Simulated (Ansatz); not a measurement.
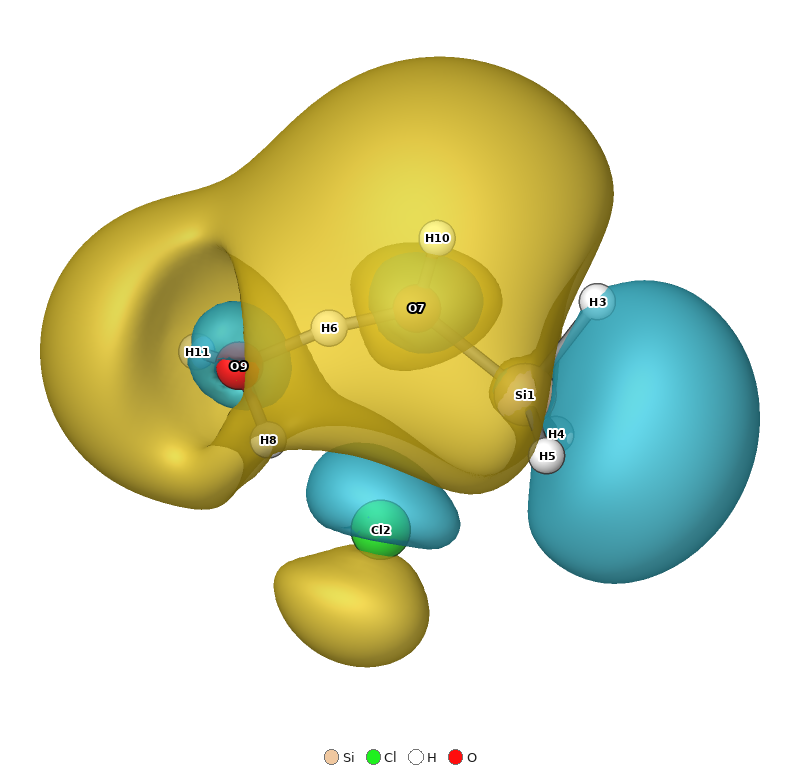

*H7O2Si···Cl. One frontier orbital at ±0.04 Å⁻³ᐟ² (yellow and cyan are the two phases), seen across its widest extent.*

A transition-state structure; geometry: PBE0-D4/def2-TZVP.

These are results of RKS PBE0-D4/def2-TZVPP (Ansatz 0.2.0), not measurements.

Input

```
crystal:
  periodic: [false, false, false]
  atoms:
    - {symbol: Si, position_ang: [-0.424802, 0.167291, -1.437215]}
    - {symbol: Cl, position_ang: [1.401094, -1.337760, -0.504631]}
    - {symbol: H, position_ang: [-1.551057, 1.125828, -1.768343]}
    - {symbol: H, position_ang: [-0.960597, -1.119672, -1.914017]}
    - {symbol: H, position_ang: [0.723588, 0.801098, -2.109594]}
    - {symbol: H, position_ang: [0.012010, 0.239169, 1.174306]}
    - {symbol: O, position_ang: [-0.653411, 0.528082, 0.279465]}
    - {symbol: H, position_ang: [1.343043, -0.694176, 1.258211]}
    - {symbol: O, position_ang: [0.867762, -0.159653, 1.992425]}
    - {symbol: H, position_ang: [-1.269958, 1.253524, 0.415306]}
    - {symbol: H, position_ang: [0.512328, -0.803631, 2.614086]}
basis:
  gaussian: {orbitals: def2-TZVPP}
hamiltonian: {xc: pbe0, dispersion: d4}
output: {orbitals: {seedname: orbitals}}
```

Launched as:

```sh
ansatz run in.yaml --threads 4 --pin off --events-out ev --progress --plain --max-ram 9574MiB
```

**Which orbital is it: HOMO or LUMO?**

The LUMO, at −0.23 eV. Its weight (Hirshfeld) is mainly on Si1 (about 30 %), H10 (about 25 %), O7 (about 15 %) and H11 (about 10 %).
